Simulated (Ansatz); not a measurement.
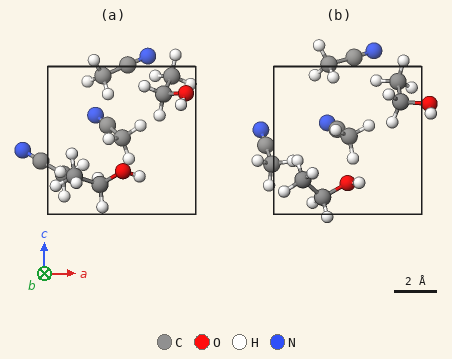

The structure of an amorphous cell of composition H$_{21}$C$_{10}$N$_{3}$O$_{2}$ before (left) and after (right) a relaxation, at one scale.

Style: ball-and-stick. Shown: the cell of the calculation, along the b axis.

The cell holds 2 CH3CH2OH + 3 CH3CN. The run prepares the start of a later molecular dynamics calculation, from a guessed geometry.

Method: DFT r2SCAN-D3(BJ), scalar-relativistic, plane waves, PAW (Ansatz).

The input:
```yaml
accuracy: low
crystal:
  lattice:
    - [7.140037, 0.0, 0.0]
    - [0.0, 7.140037, 0.0]
    - [0.0, 0.0, 7.140037]
  atoms:
    - { symbol: C, position: [0.8382464, 0.480152, 0.9353356] }
    - { symbol: C, position: [0.7834953, 0.3154779, 0.8139901] }
    - { symbol: O, position: [0.9352108, 0.1855207, 0.819296] }
    - { symbol: H, position: [0.9012132, 0.0791402, 0.7416174] }
    - { symbol: H, position: [0.654074, 0.2511942, 0.8671087] }
    - { symbol: H, position: [0.7563131, 0.3625005, 0.6699281] }
    - { symbol: H, position: [0.7270273, 0.5853907, 0.937074] }
    - { symbol: H, position: [0.8640253, 0.4333226, 1.0785934] }
    - { symbol: H, position: [0.9661432, 0.5444969, 0.8816467] }
    - { symbol: C, position: [0.1803873, 0.0174291, 0.2582264] }
    - { symbol: C, position: [0.353286, 0.1262681, 0.202548] }
    - { symbol: O, position: [0.5090969, 0.0390334, 0.2922568] }
    - { symbol: H, position: [0.6209269, 0.1081255, 0.2572289] }
    - { symbol: H, position: [0.3699251, 0.1246842, 0.0494975] }
    - { symbol: H, position: [0.3397836, 0.2732555, 0.2463226] }
    - { symbol: H, position: [0.0553685, 0.0777335, 0.1935612] }
    - { symbol: H, position: [0.1935885, -0.1282165, 0.2135788] }
    - { symbol: H, position: [0.1634828, 0.0201786, 0.4101705] }
    - { symbol: C, position: [0.5039608, 0.5821904, 0.5176264] }
    - { symbol: C, position: [0.4040599, 0.7392468, 0.6025473] }
    - { symbol: "N", position: [0.3234767, 0.8659335, 0.6710473] }
    - { symbol: H, position: [0.5486571, 0.6186744, 0.3760495] }
    - { symbol: H, position: [0.6273615, 0.5472032, 0.6008191] }
    - { symbol: H, position: [0.41289, 0.4595989, 0.5105342] }
    - { symbol: C, position: [0.1066428, 0.4978747, 0.2715148] }
    - { symbol: C, position: [-0.0460605, 0.6000578, 0.3615077] }
    - { symbol: "N", position: [-0.169236, 0.682482, 0.434099] }
    - { symbol: H, position: [0.1118407, 0.5316064, 0.1224912] }
    - { symbol: H, position: [0.2402201, 0.5359617, 0.3353848] }
    - { symbol: H, position: [0.0856062, 0.3472702, 0.2872813] }
    - { symbol: C, position: [0.373173, 0.6880899, 0.9376587] }
    - { symbol: C, position: [0.541466, 0.7782022, 1.0112501] }
    - { symbol: "N", position: [0.6772165, 0.8508897, 1.0706113] }
    - { symbol: H, position: [0.4077195, 0.6052688, 0.8138844] }
    - { symbol: H, position: [0.3124334, 0.5958266, 1.0433518] }
    - { symbol: H, position: [0.2696077, 0.7936953, 0.8989988] }
basis:
  ecutwfc: 500.0
kpoints:
  mp_grid: { grid: [1, 1, 1] }
hamiltonian:
  xc: r2scan
  dispersion: d3bj
scf:
  occupations: { method: fermi_dirac, width: 0.02 }
  lower_state_search: "off"
relax:
  f_tol: 0.3
  max_steps: 15
  adjacent_minimum: "off"
```

Run as
```bash
ansatz run input.yaml --threads 1 --pin off --max-ram 3072MiB --backend cpu --events-out ev --progress --plain --runs-dir out
```

Summarise the run.

Answer. The relaxation stopped without meeting its thresholds, so the last structure isn't shown to be converged. It used up its limit of 15 steps. H30 moves most: 1.62 Å along [−2 1 1]. Largest moves by element: H 1.62 Å, O 1.56 Å, N 1.52 Å, C 1.06 Å. The cell stays as it was. Some distances before and after: C26–N27 1.178 → 1.154 Å, C20–N21 1.178 → 1.158 Å, C19–C20 1.461 → 1.444 Å, C1–H7 1.093 → 1.108 Å. Bond angles that change, for instance: C10–C11–O12 107.1° → 113.2°, O12–C11–H15 110.9° → 106.3°, H17–C10–H18 108.5° → 105.8°. The energy falls by 4.033 eV per cell of the calculation in 14 geometry steps. The largest force component goes from 3.5 to 0.53 eV/Å. Cost: 2.3 min on 1 thread of Intel(R) Xeon(R) 6975P-C (Granite Rapids), with other jobs on the host, peak memory 0.76 GiB.

Limits of the set-up: the program's low-accuracy preset was used; the periodic images lie only 7.1 Å apart, so the values are limited by the cell's size.
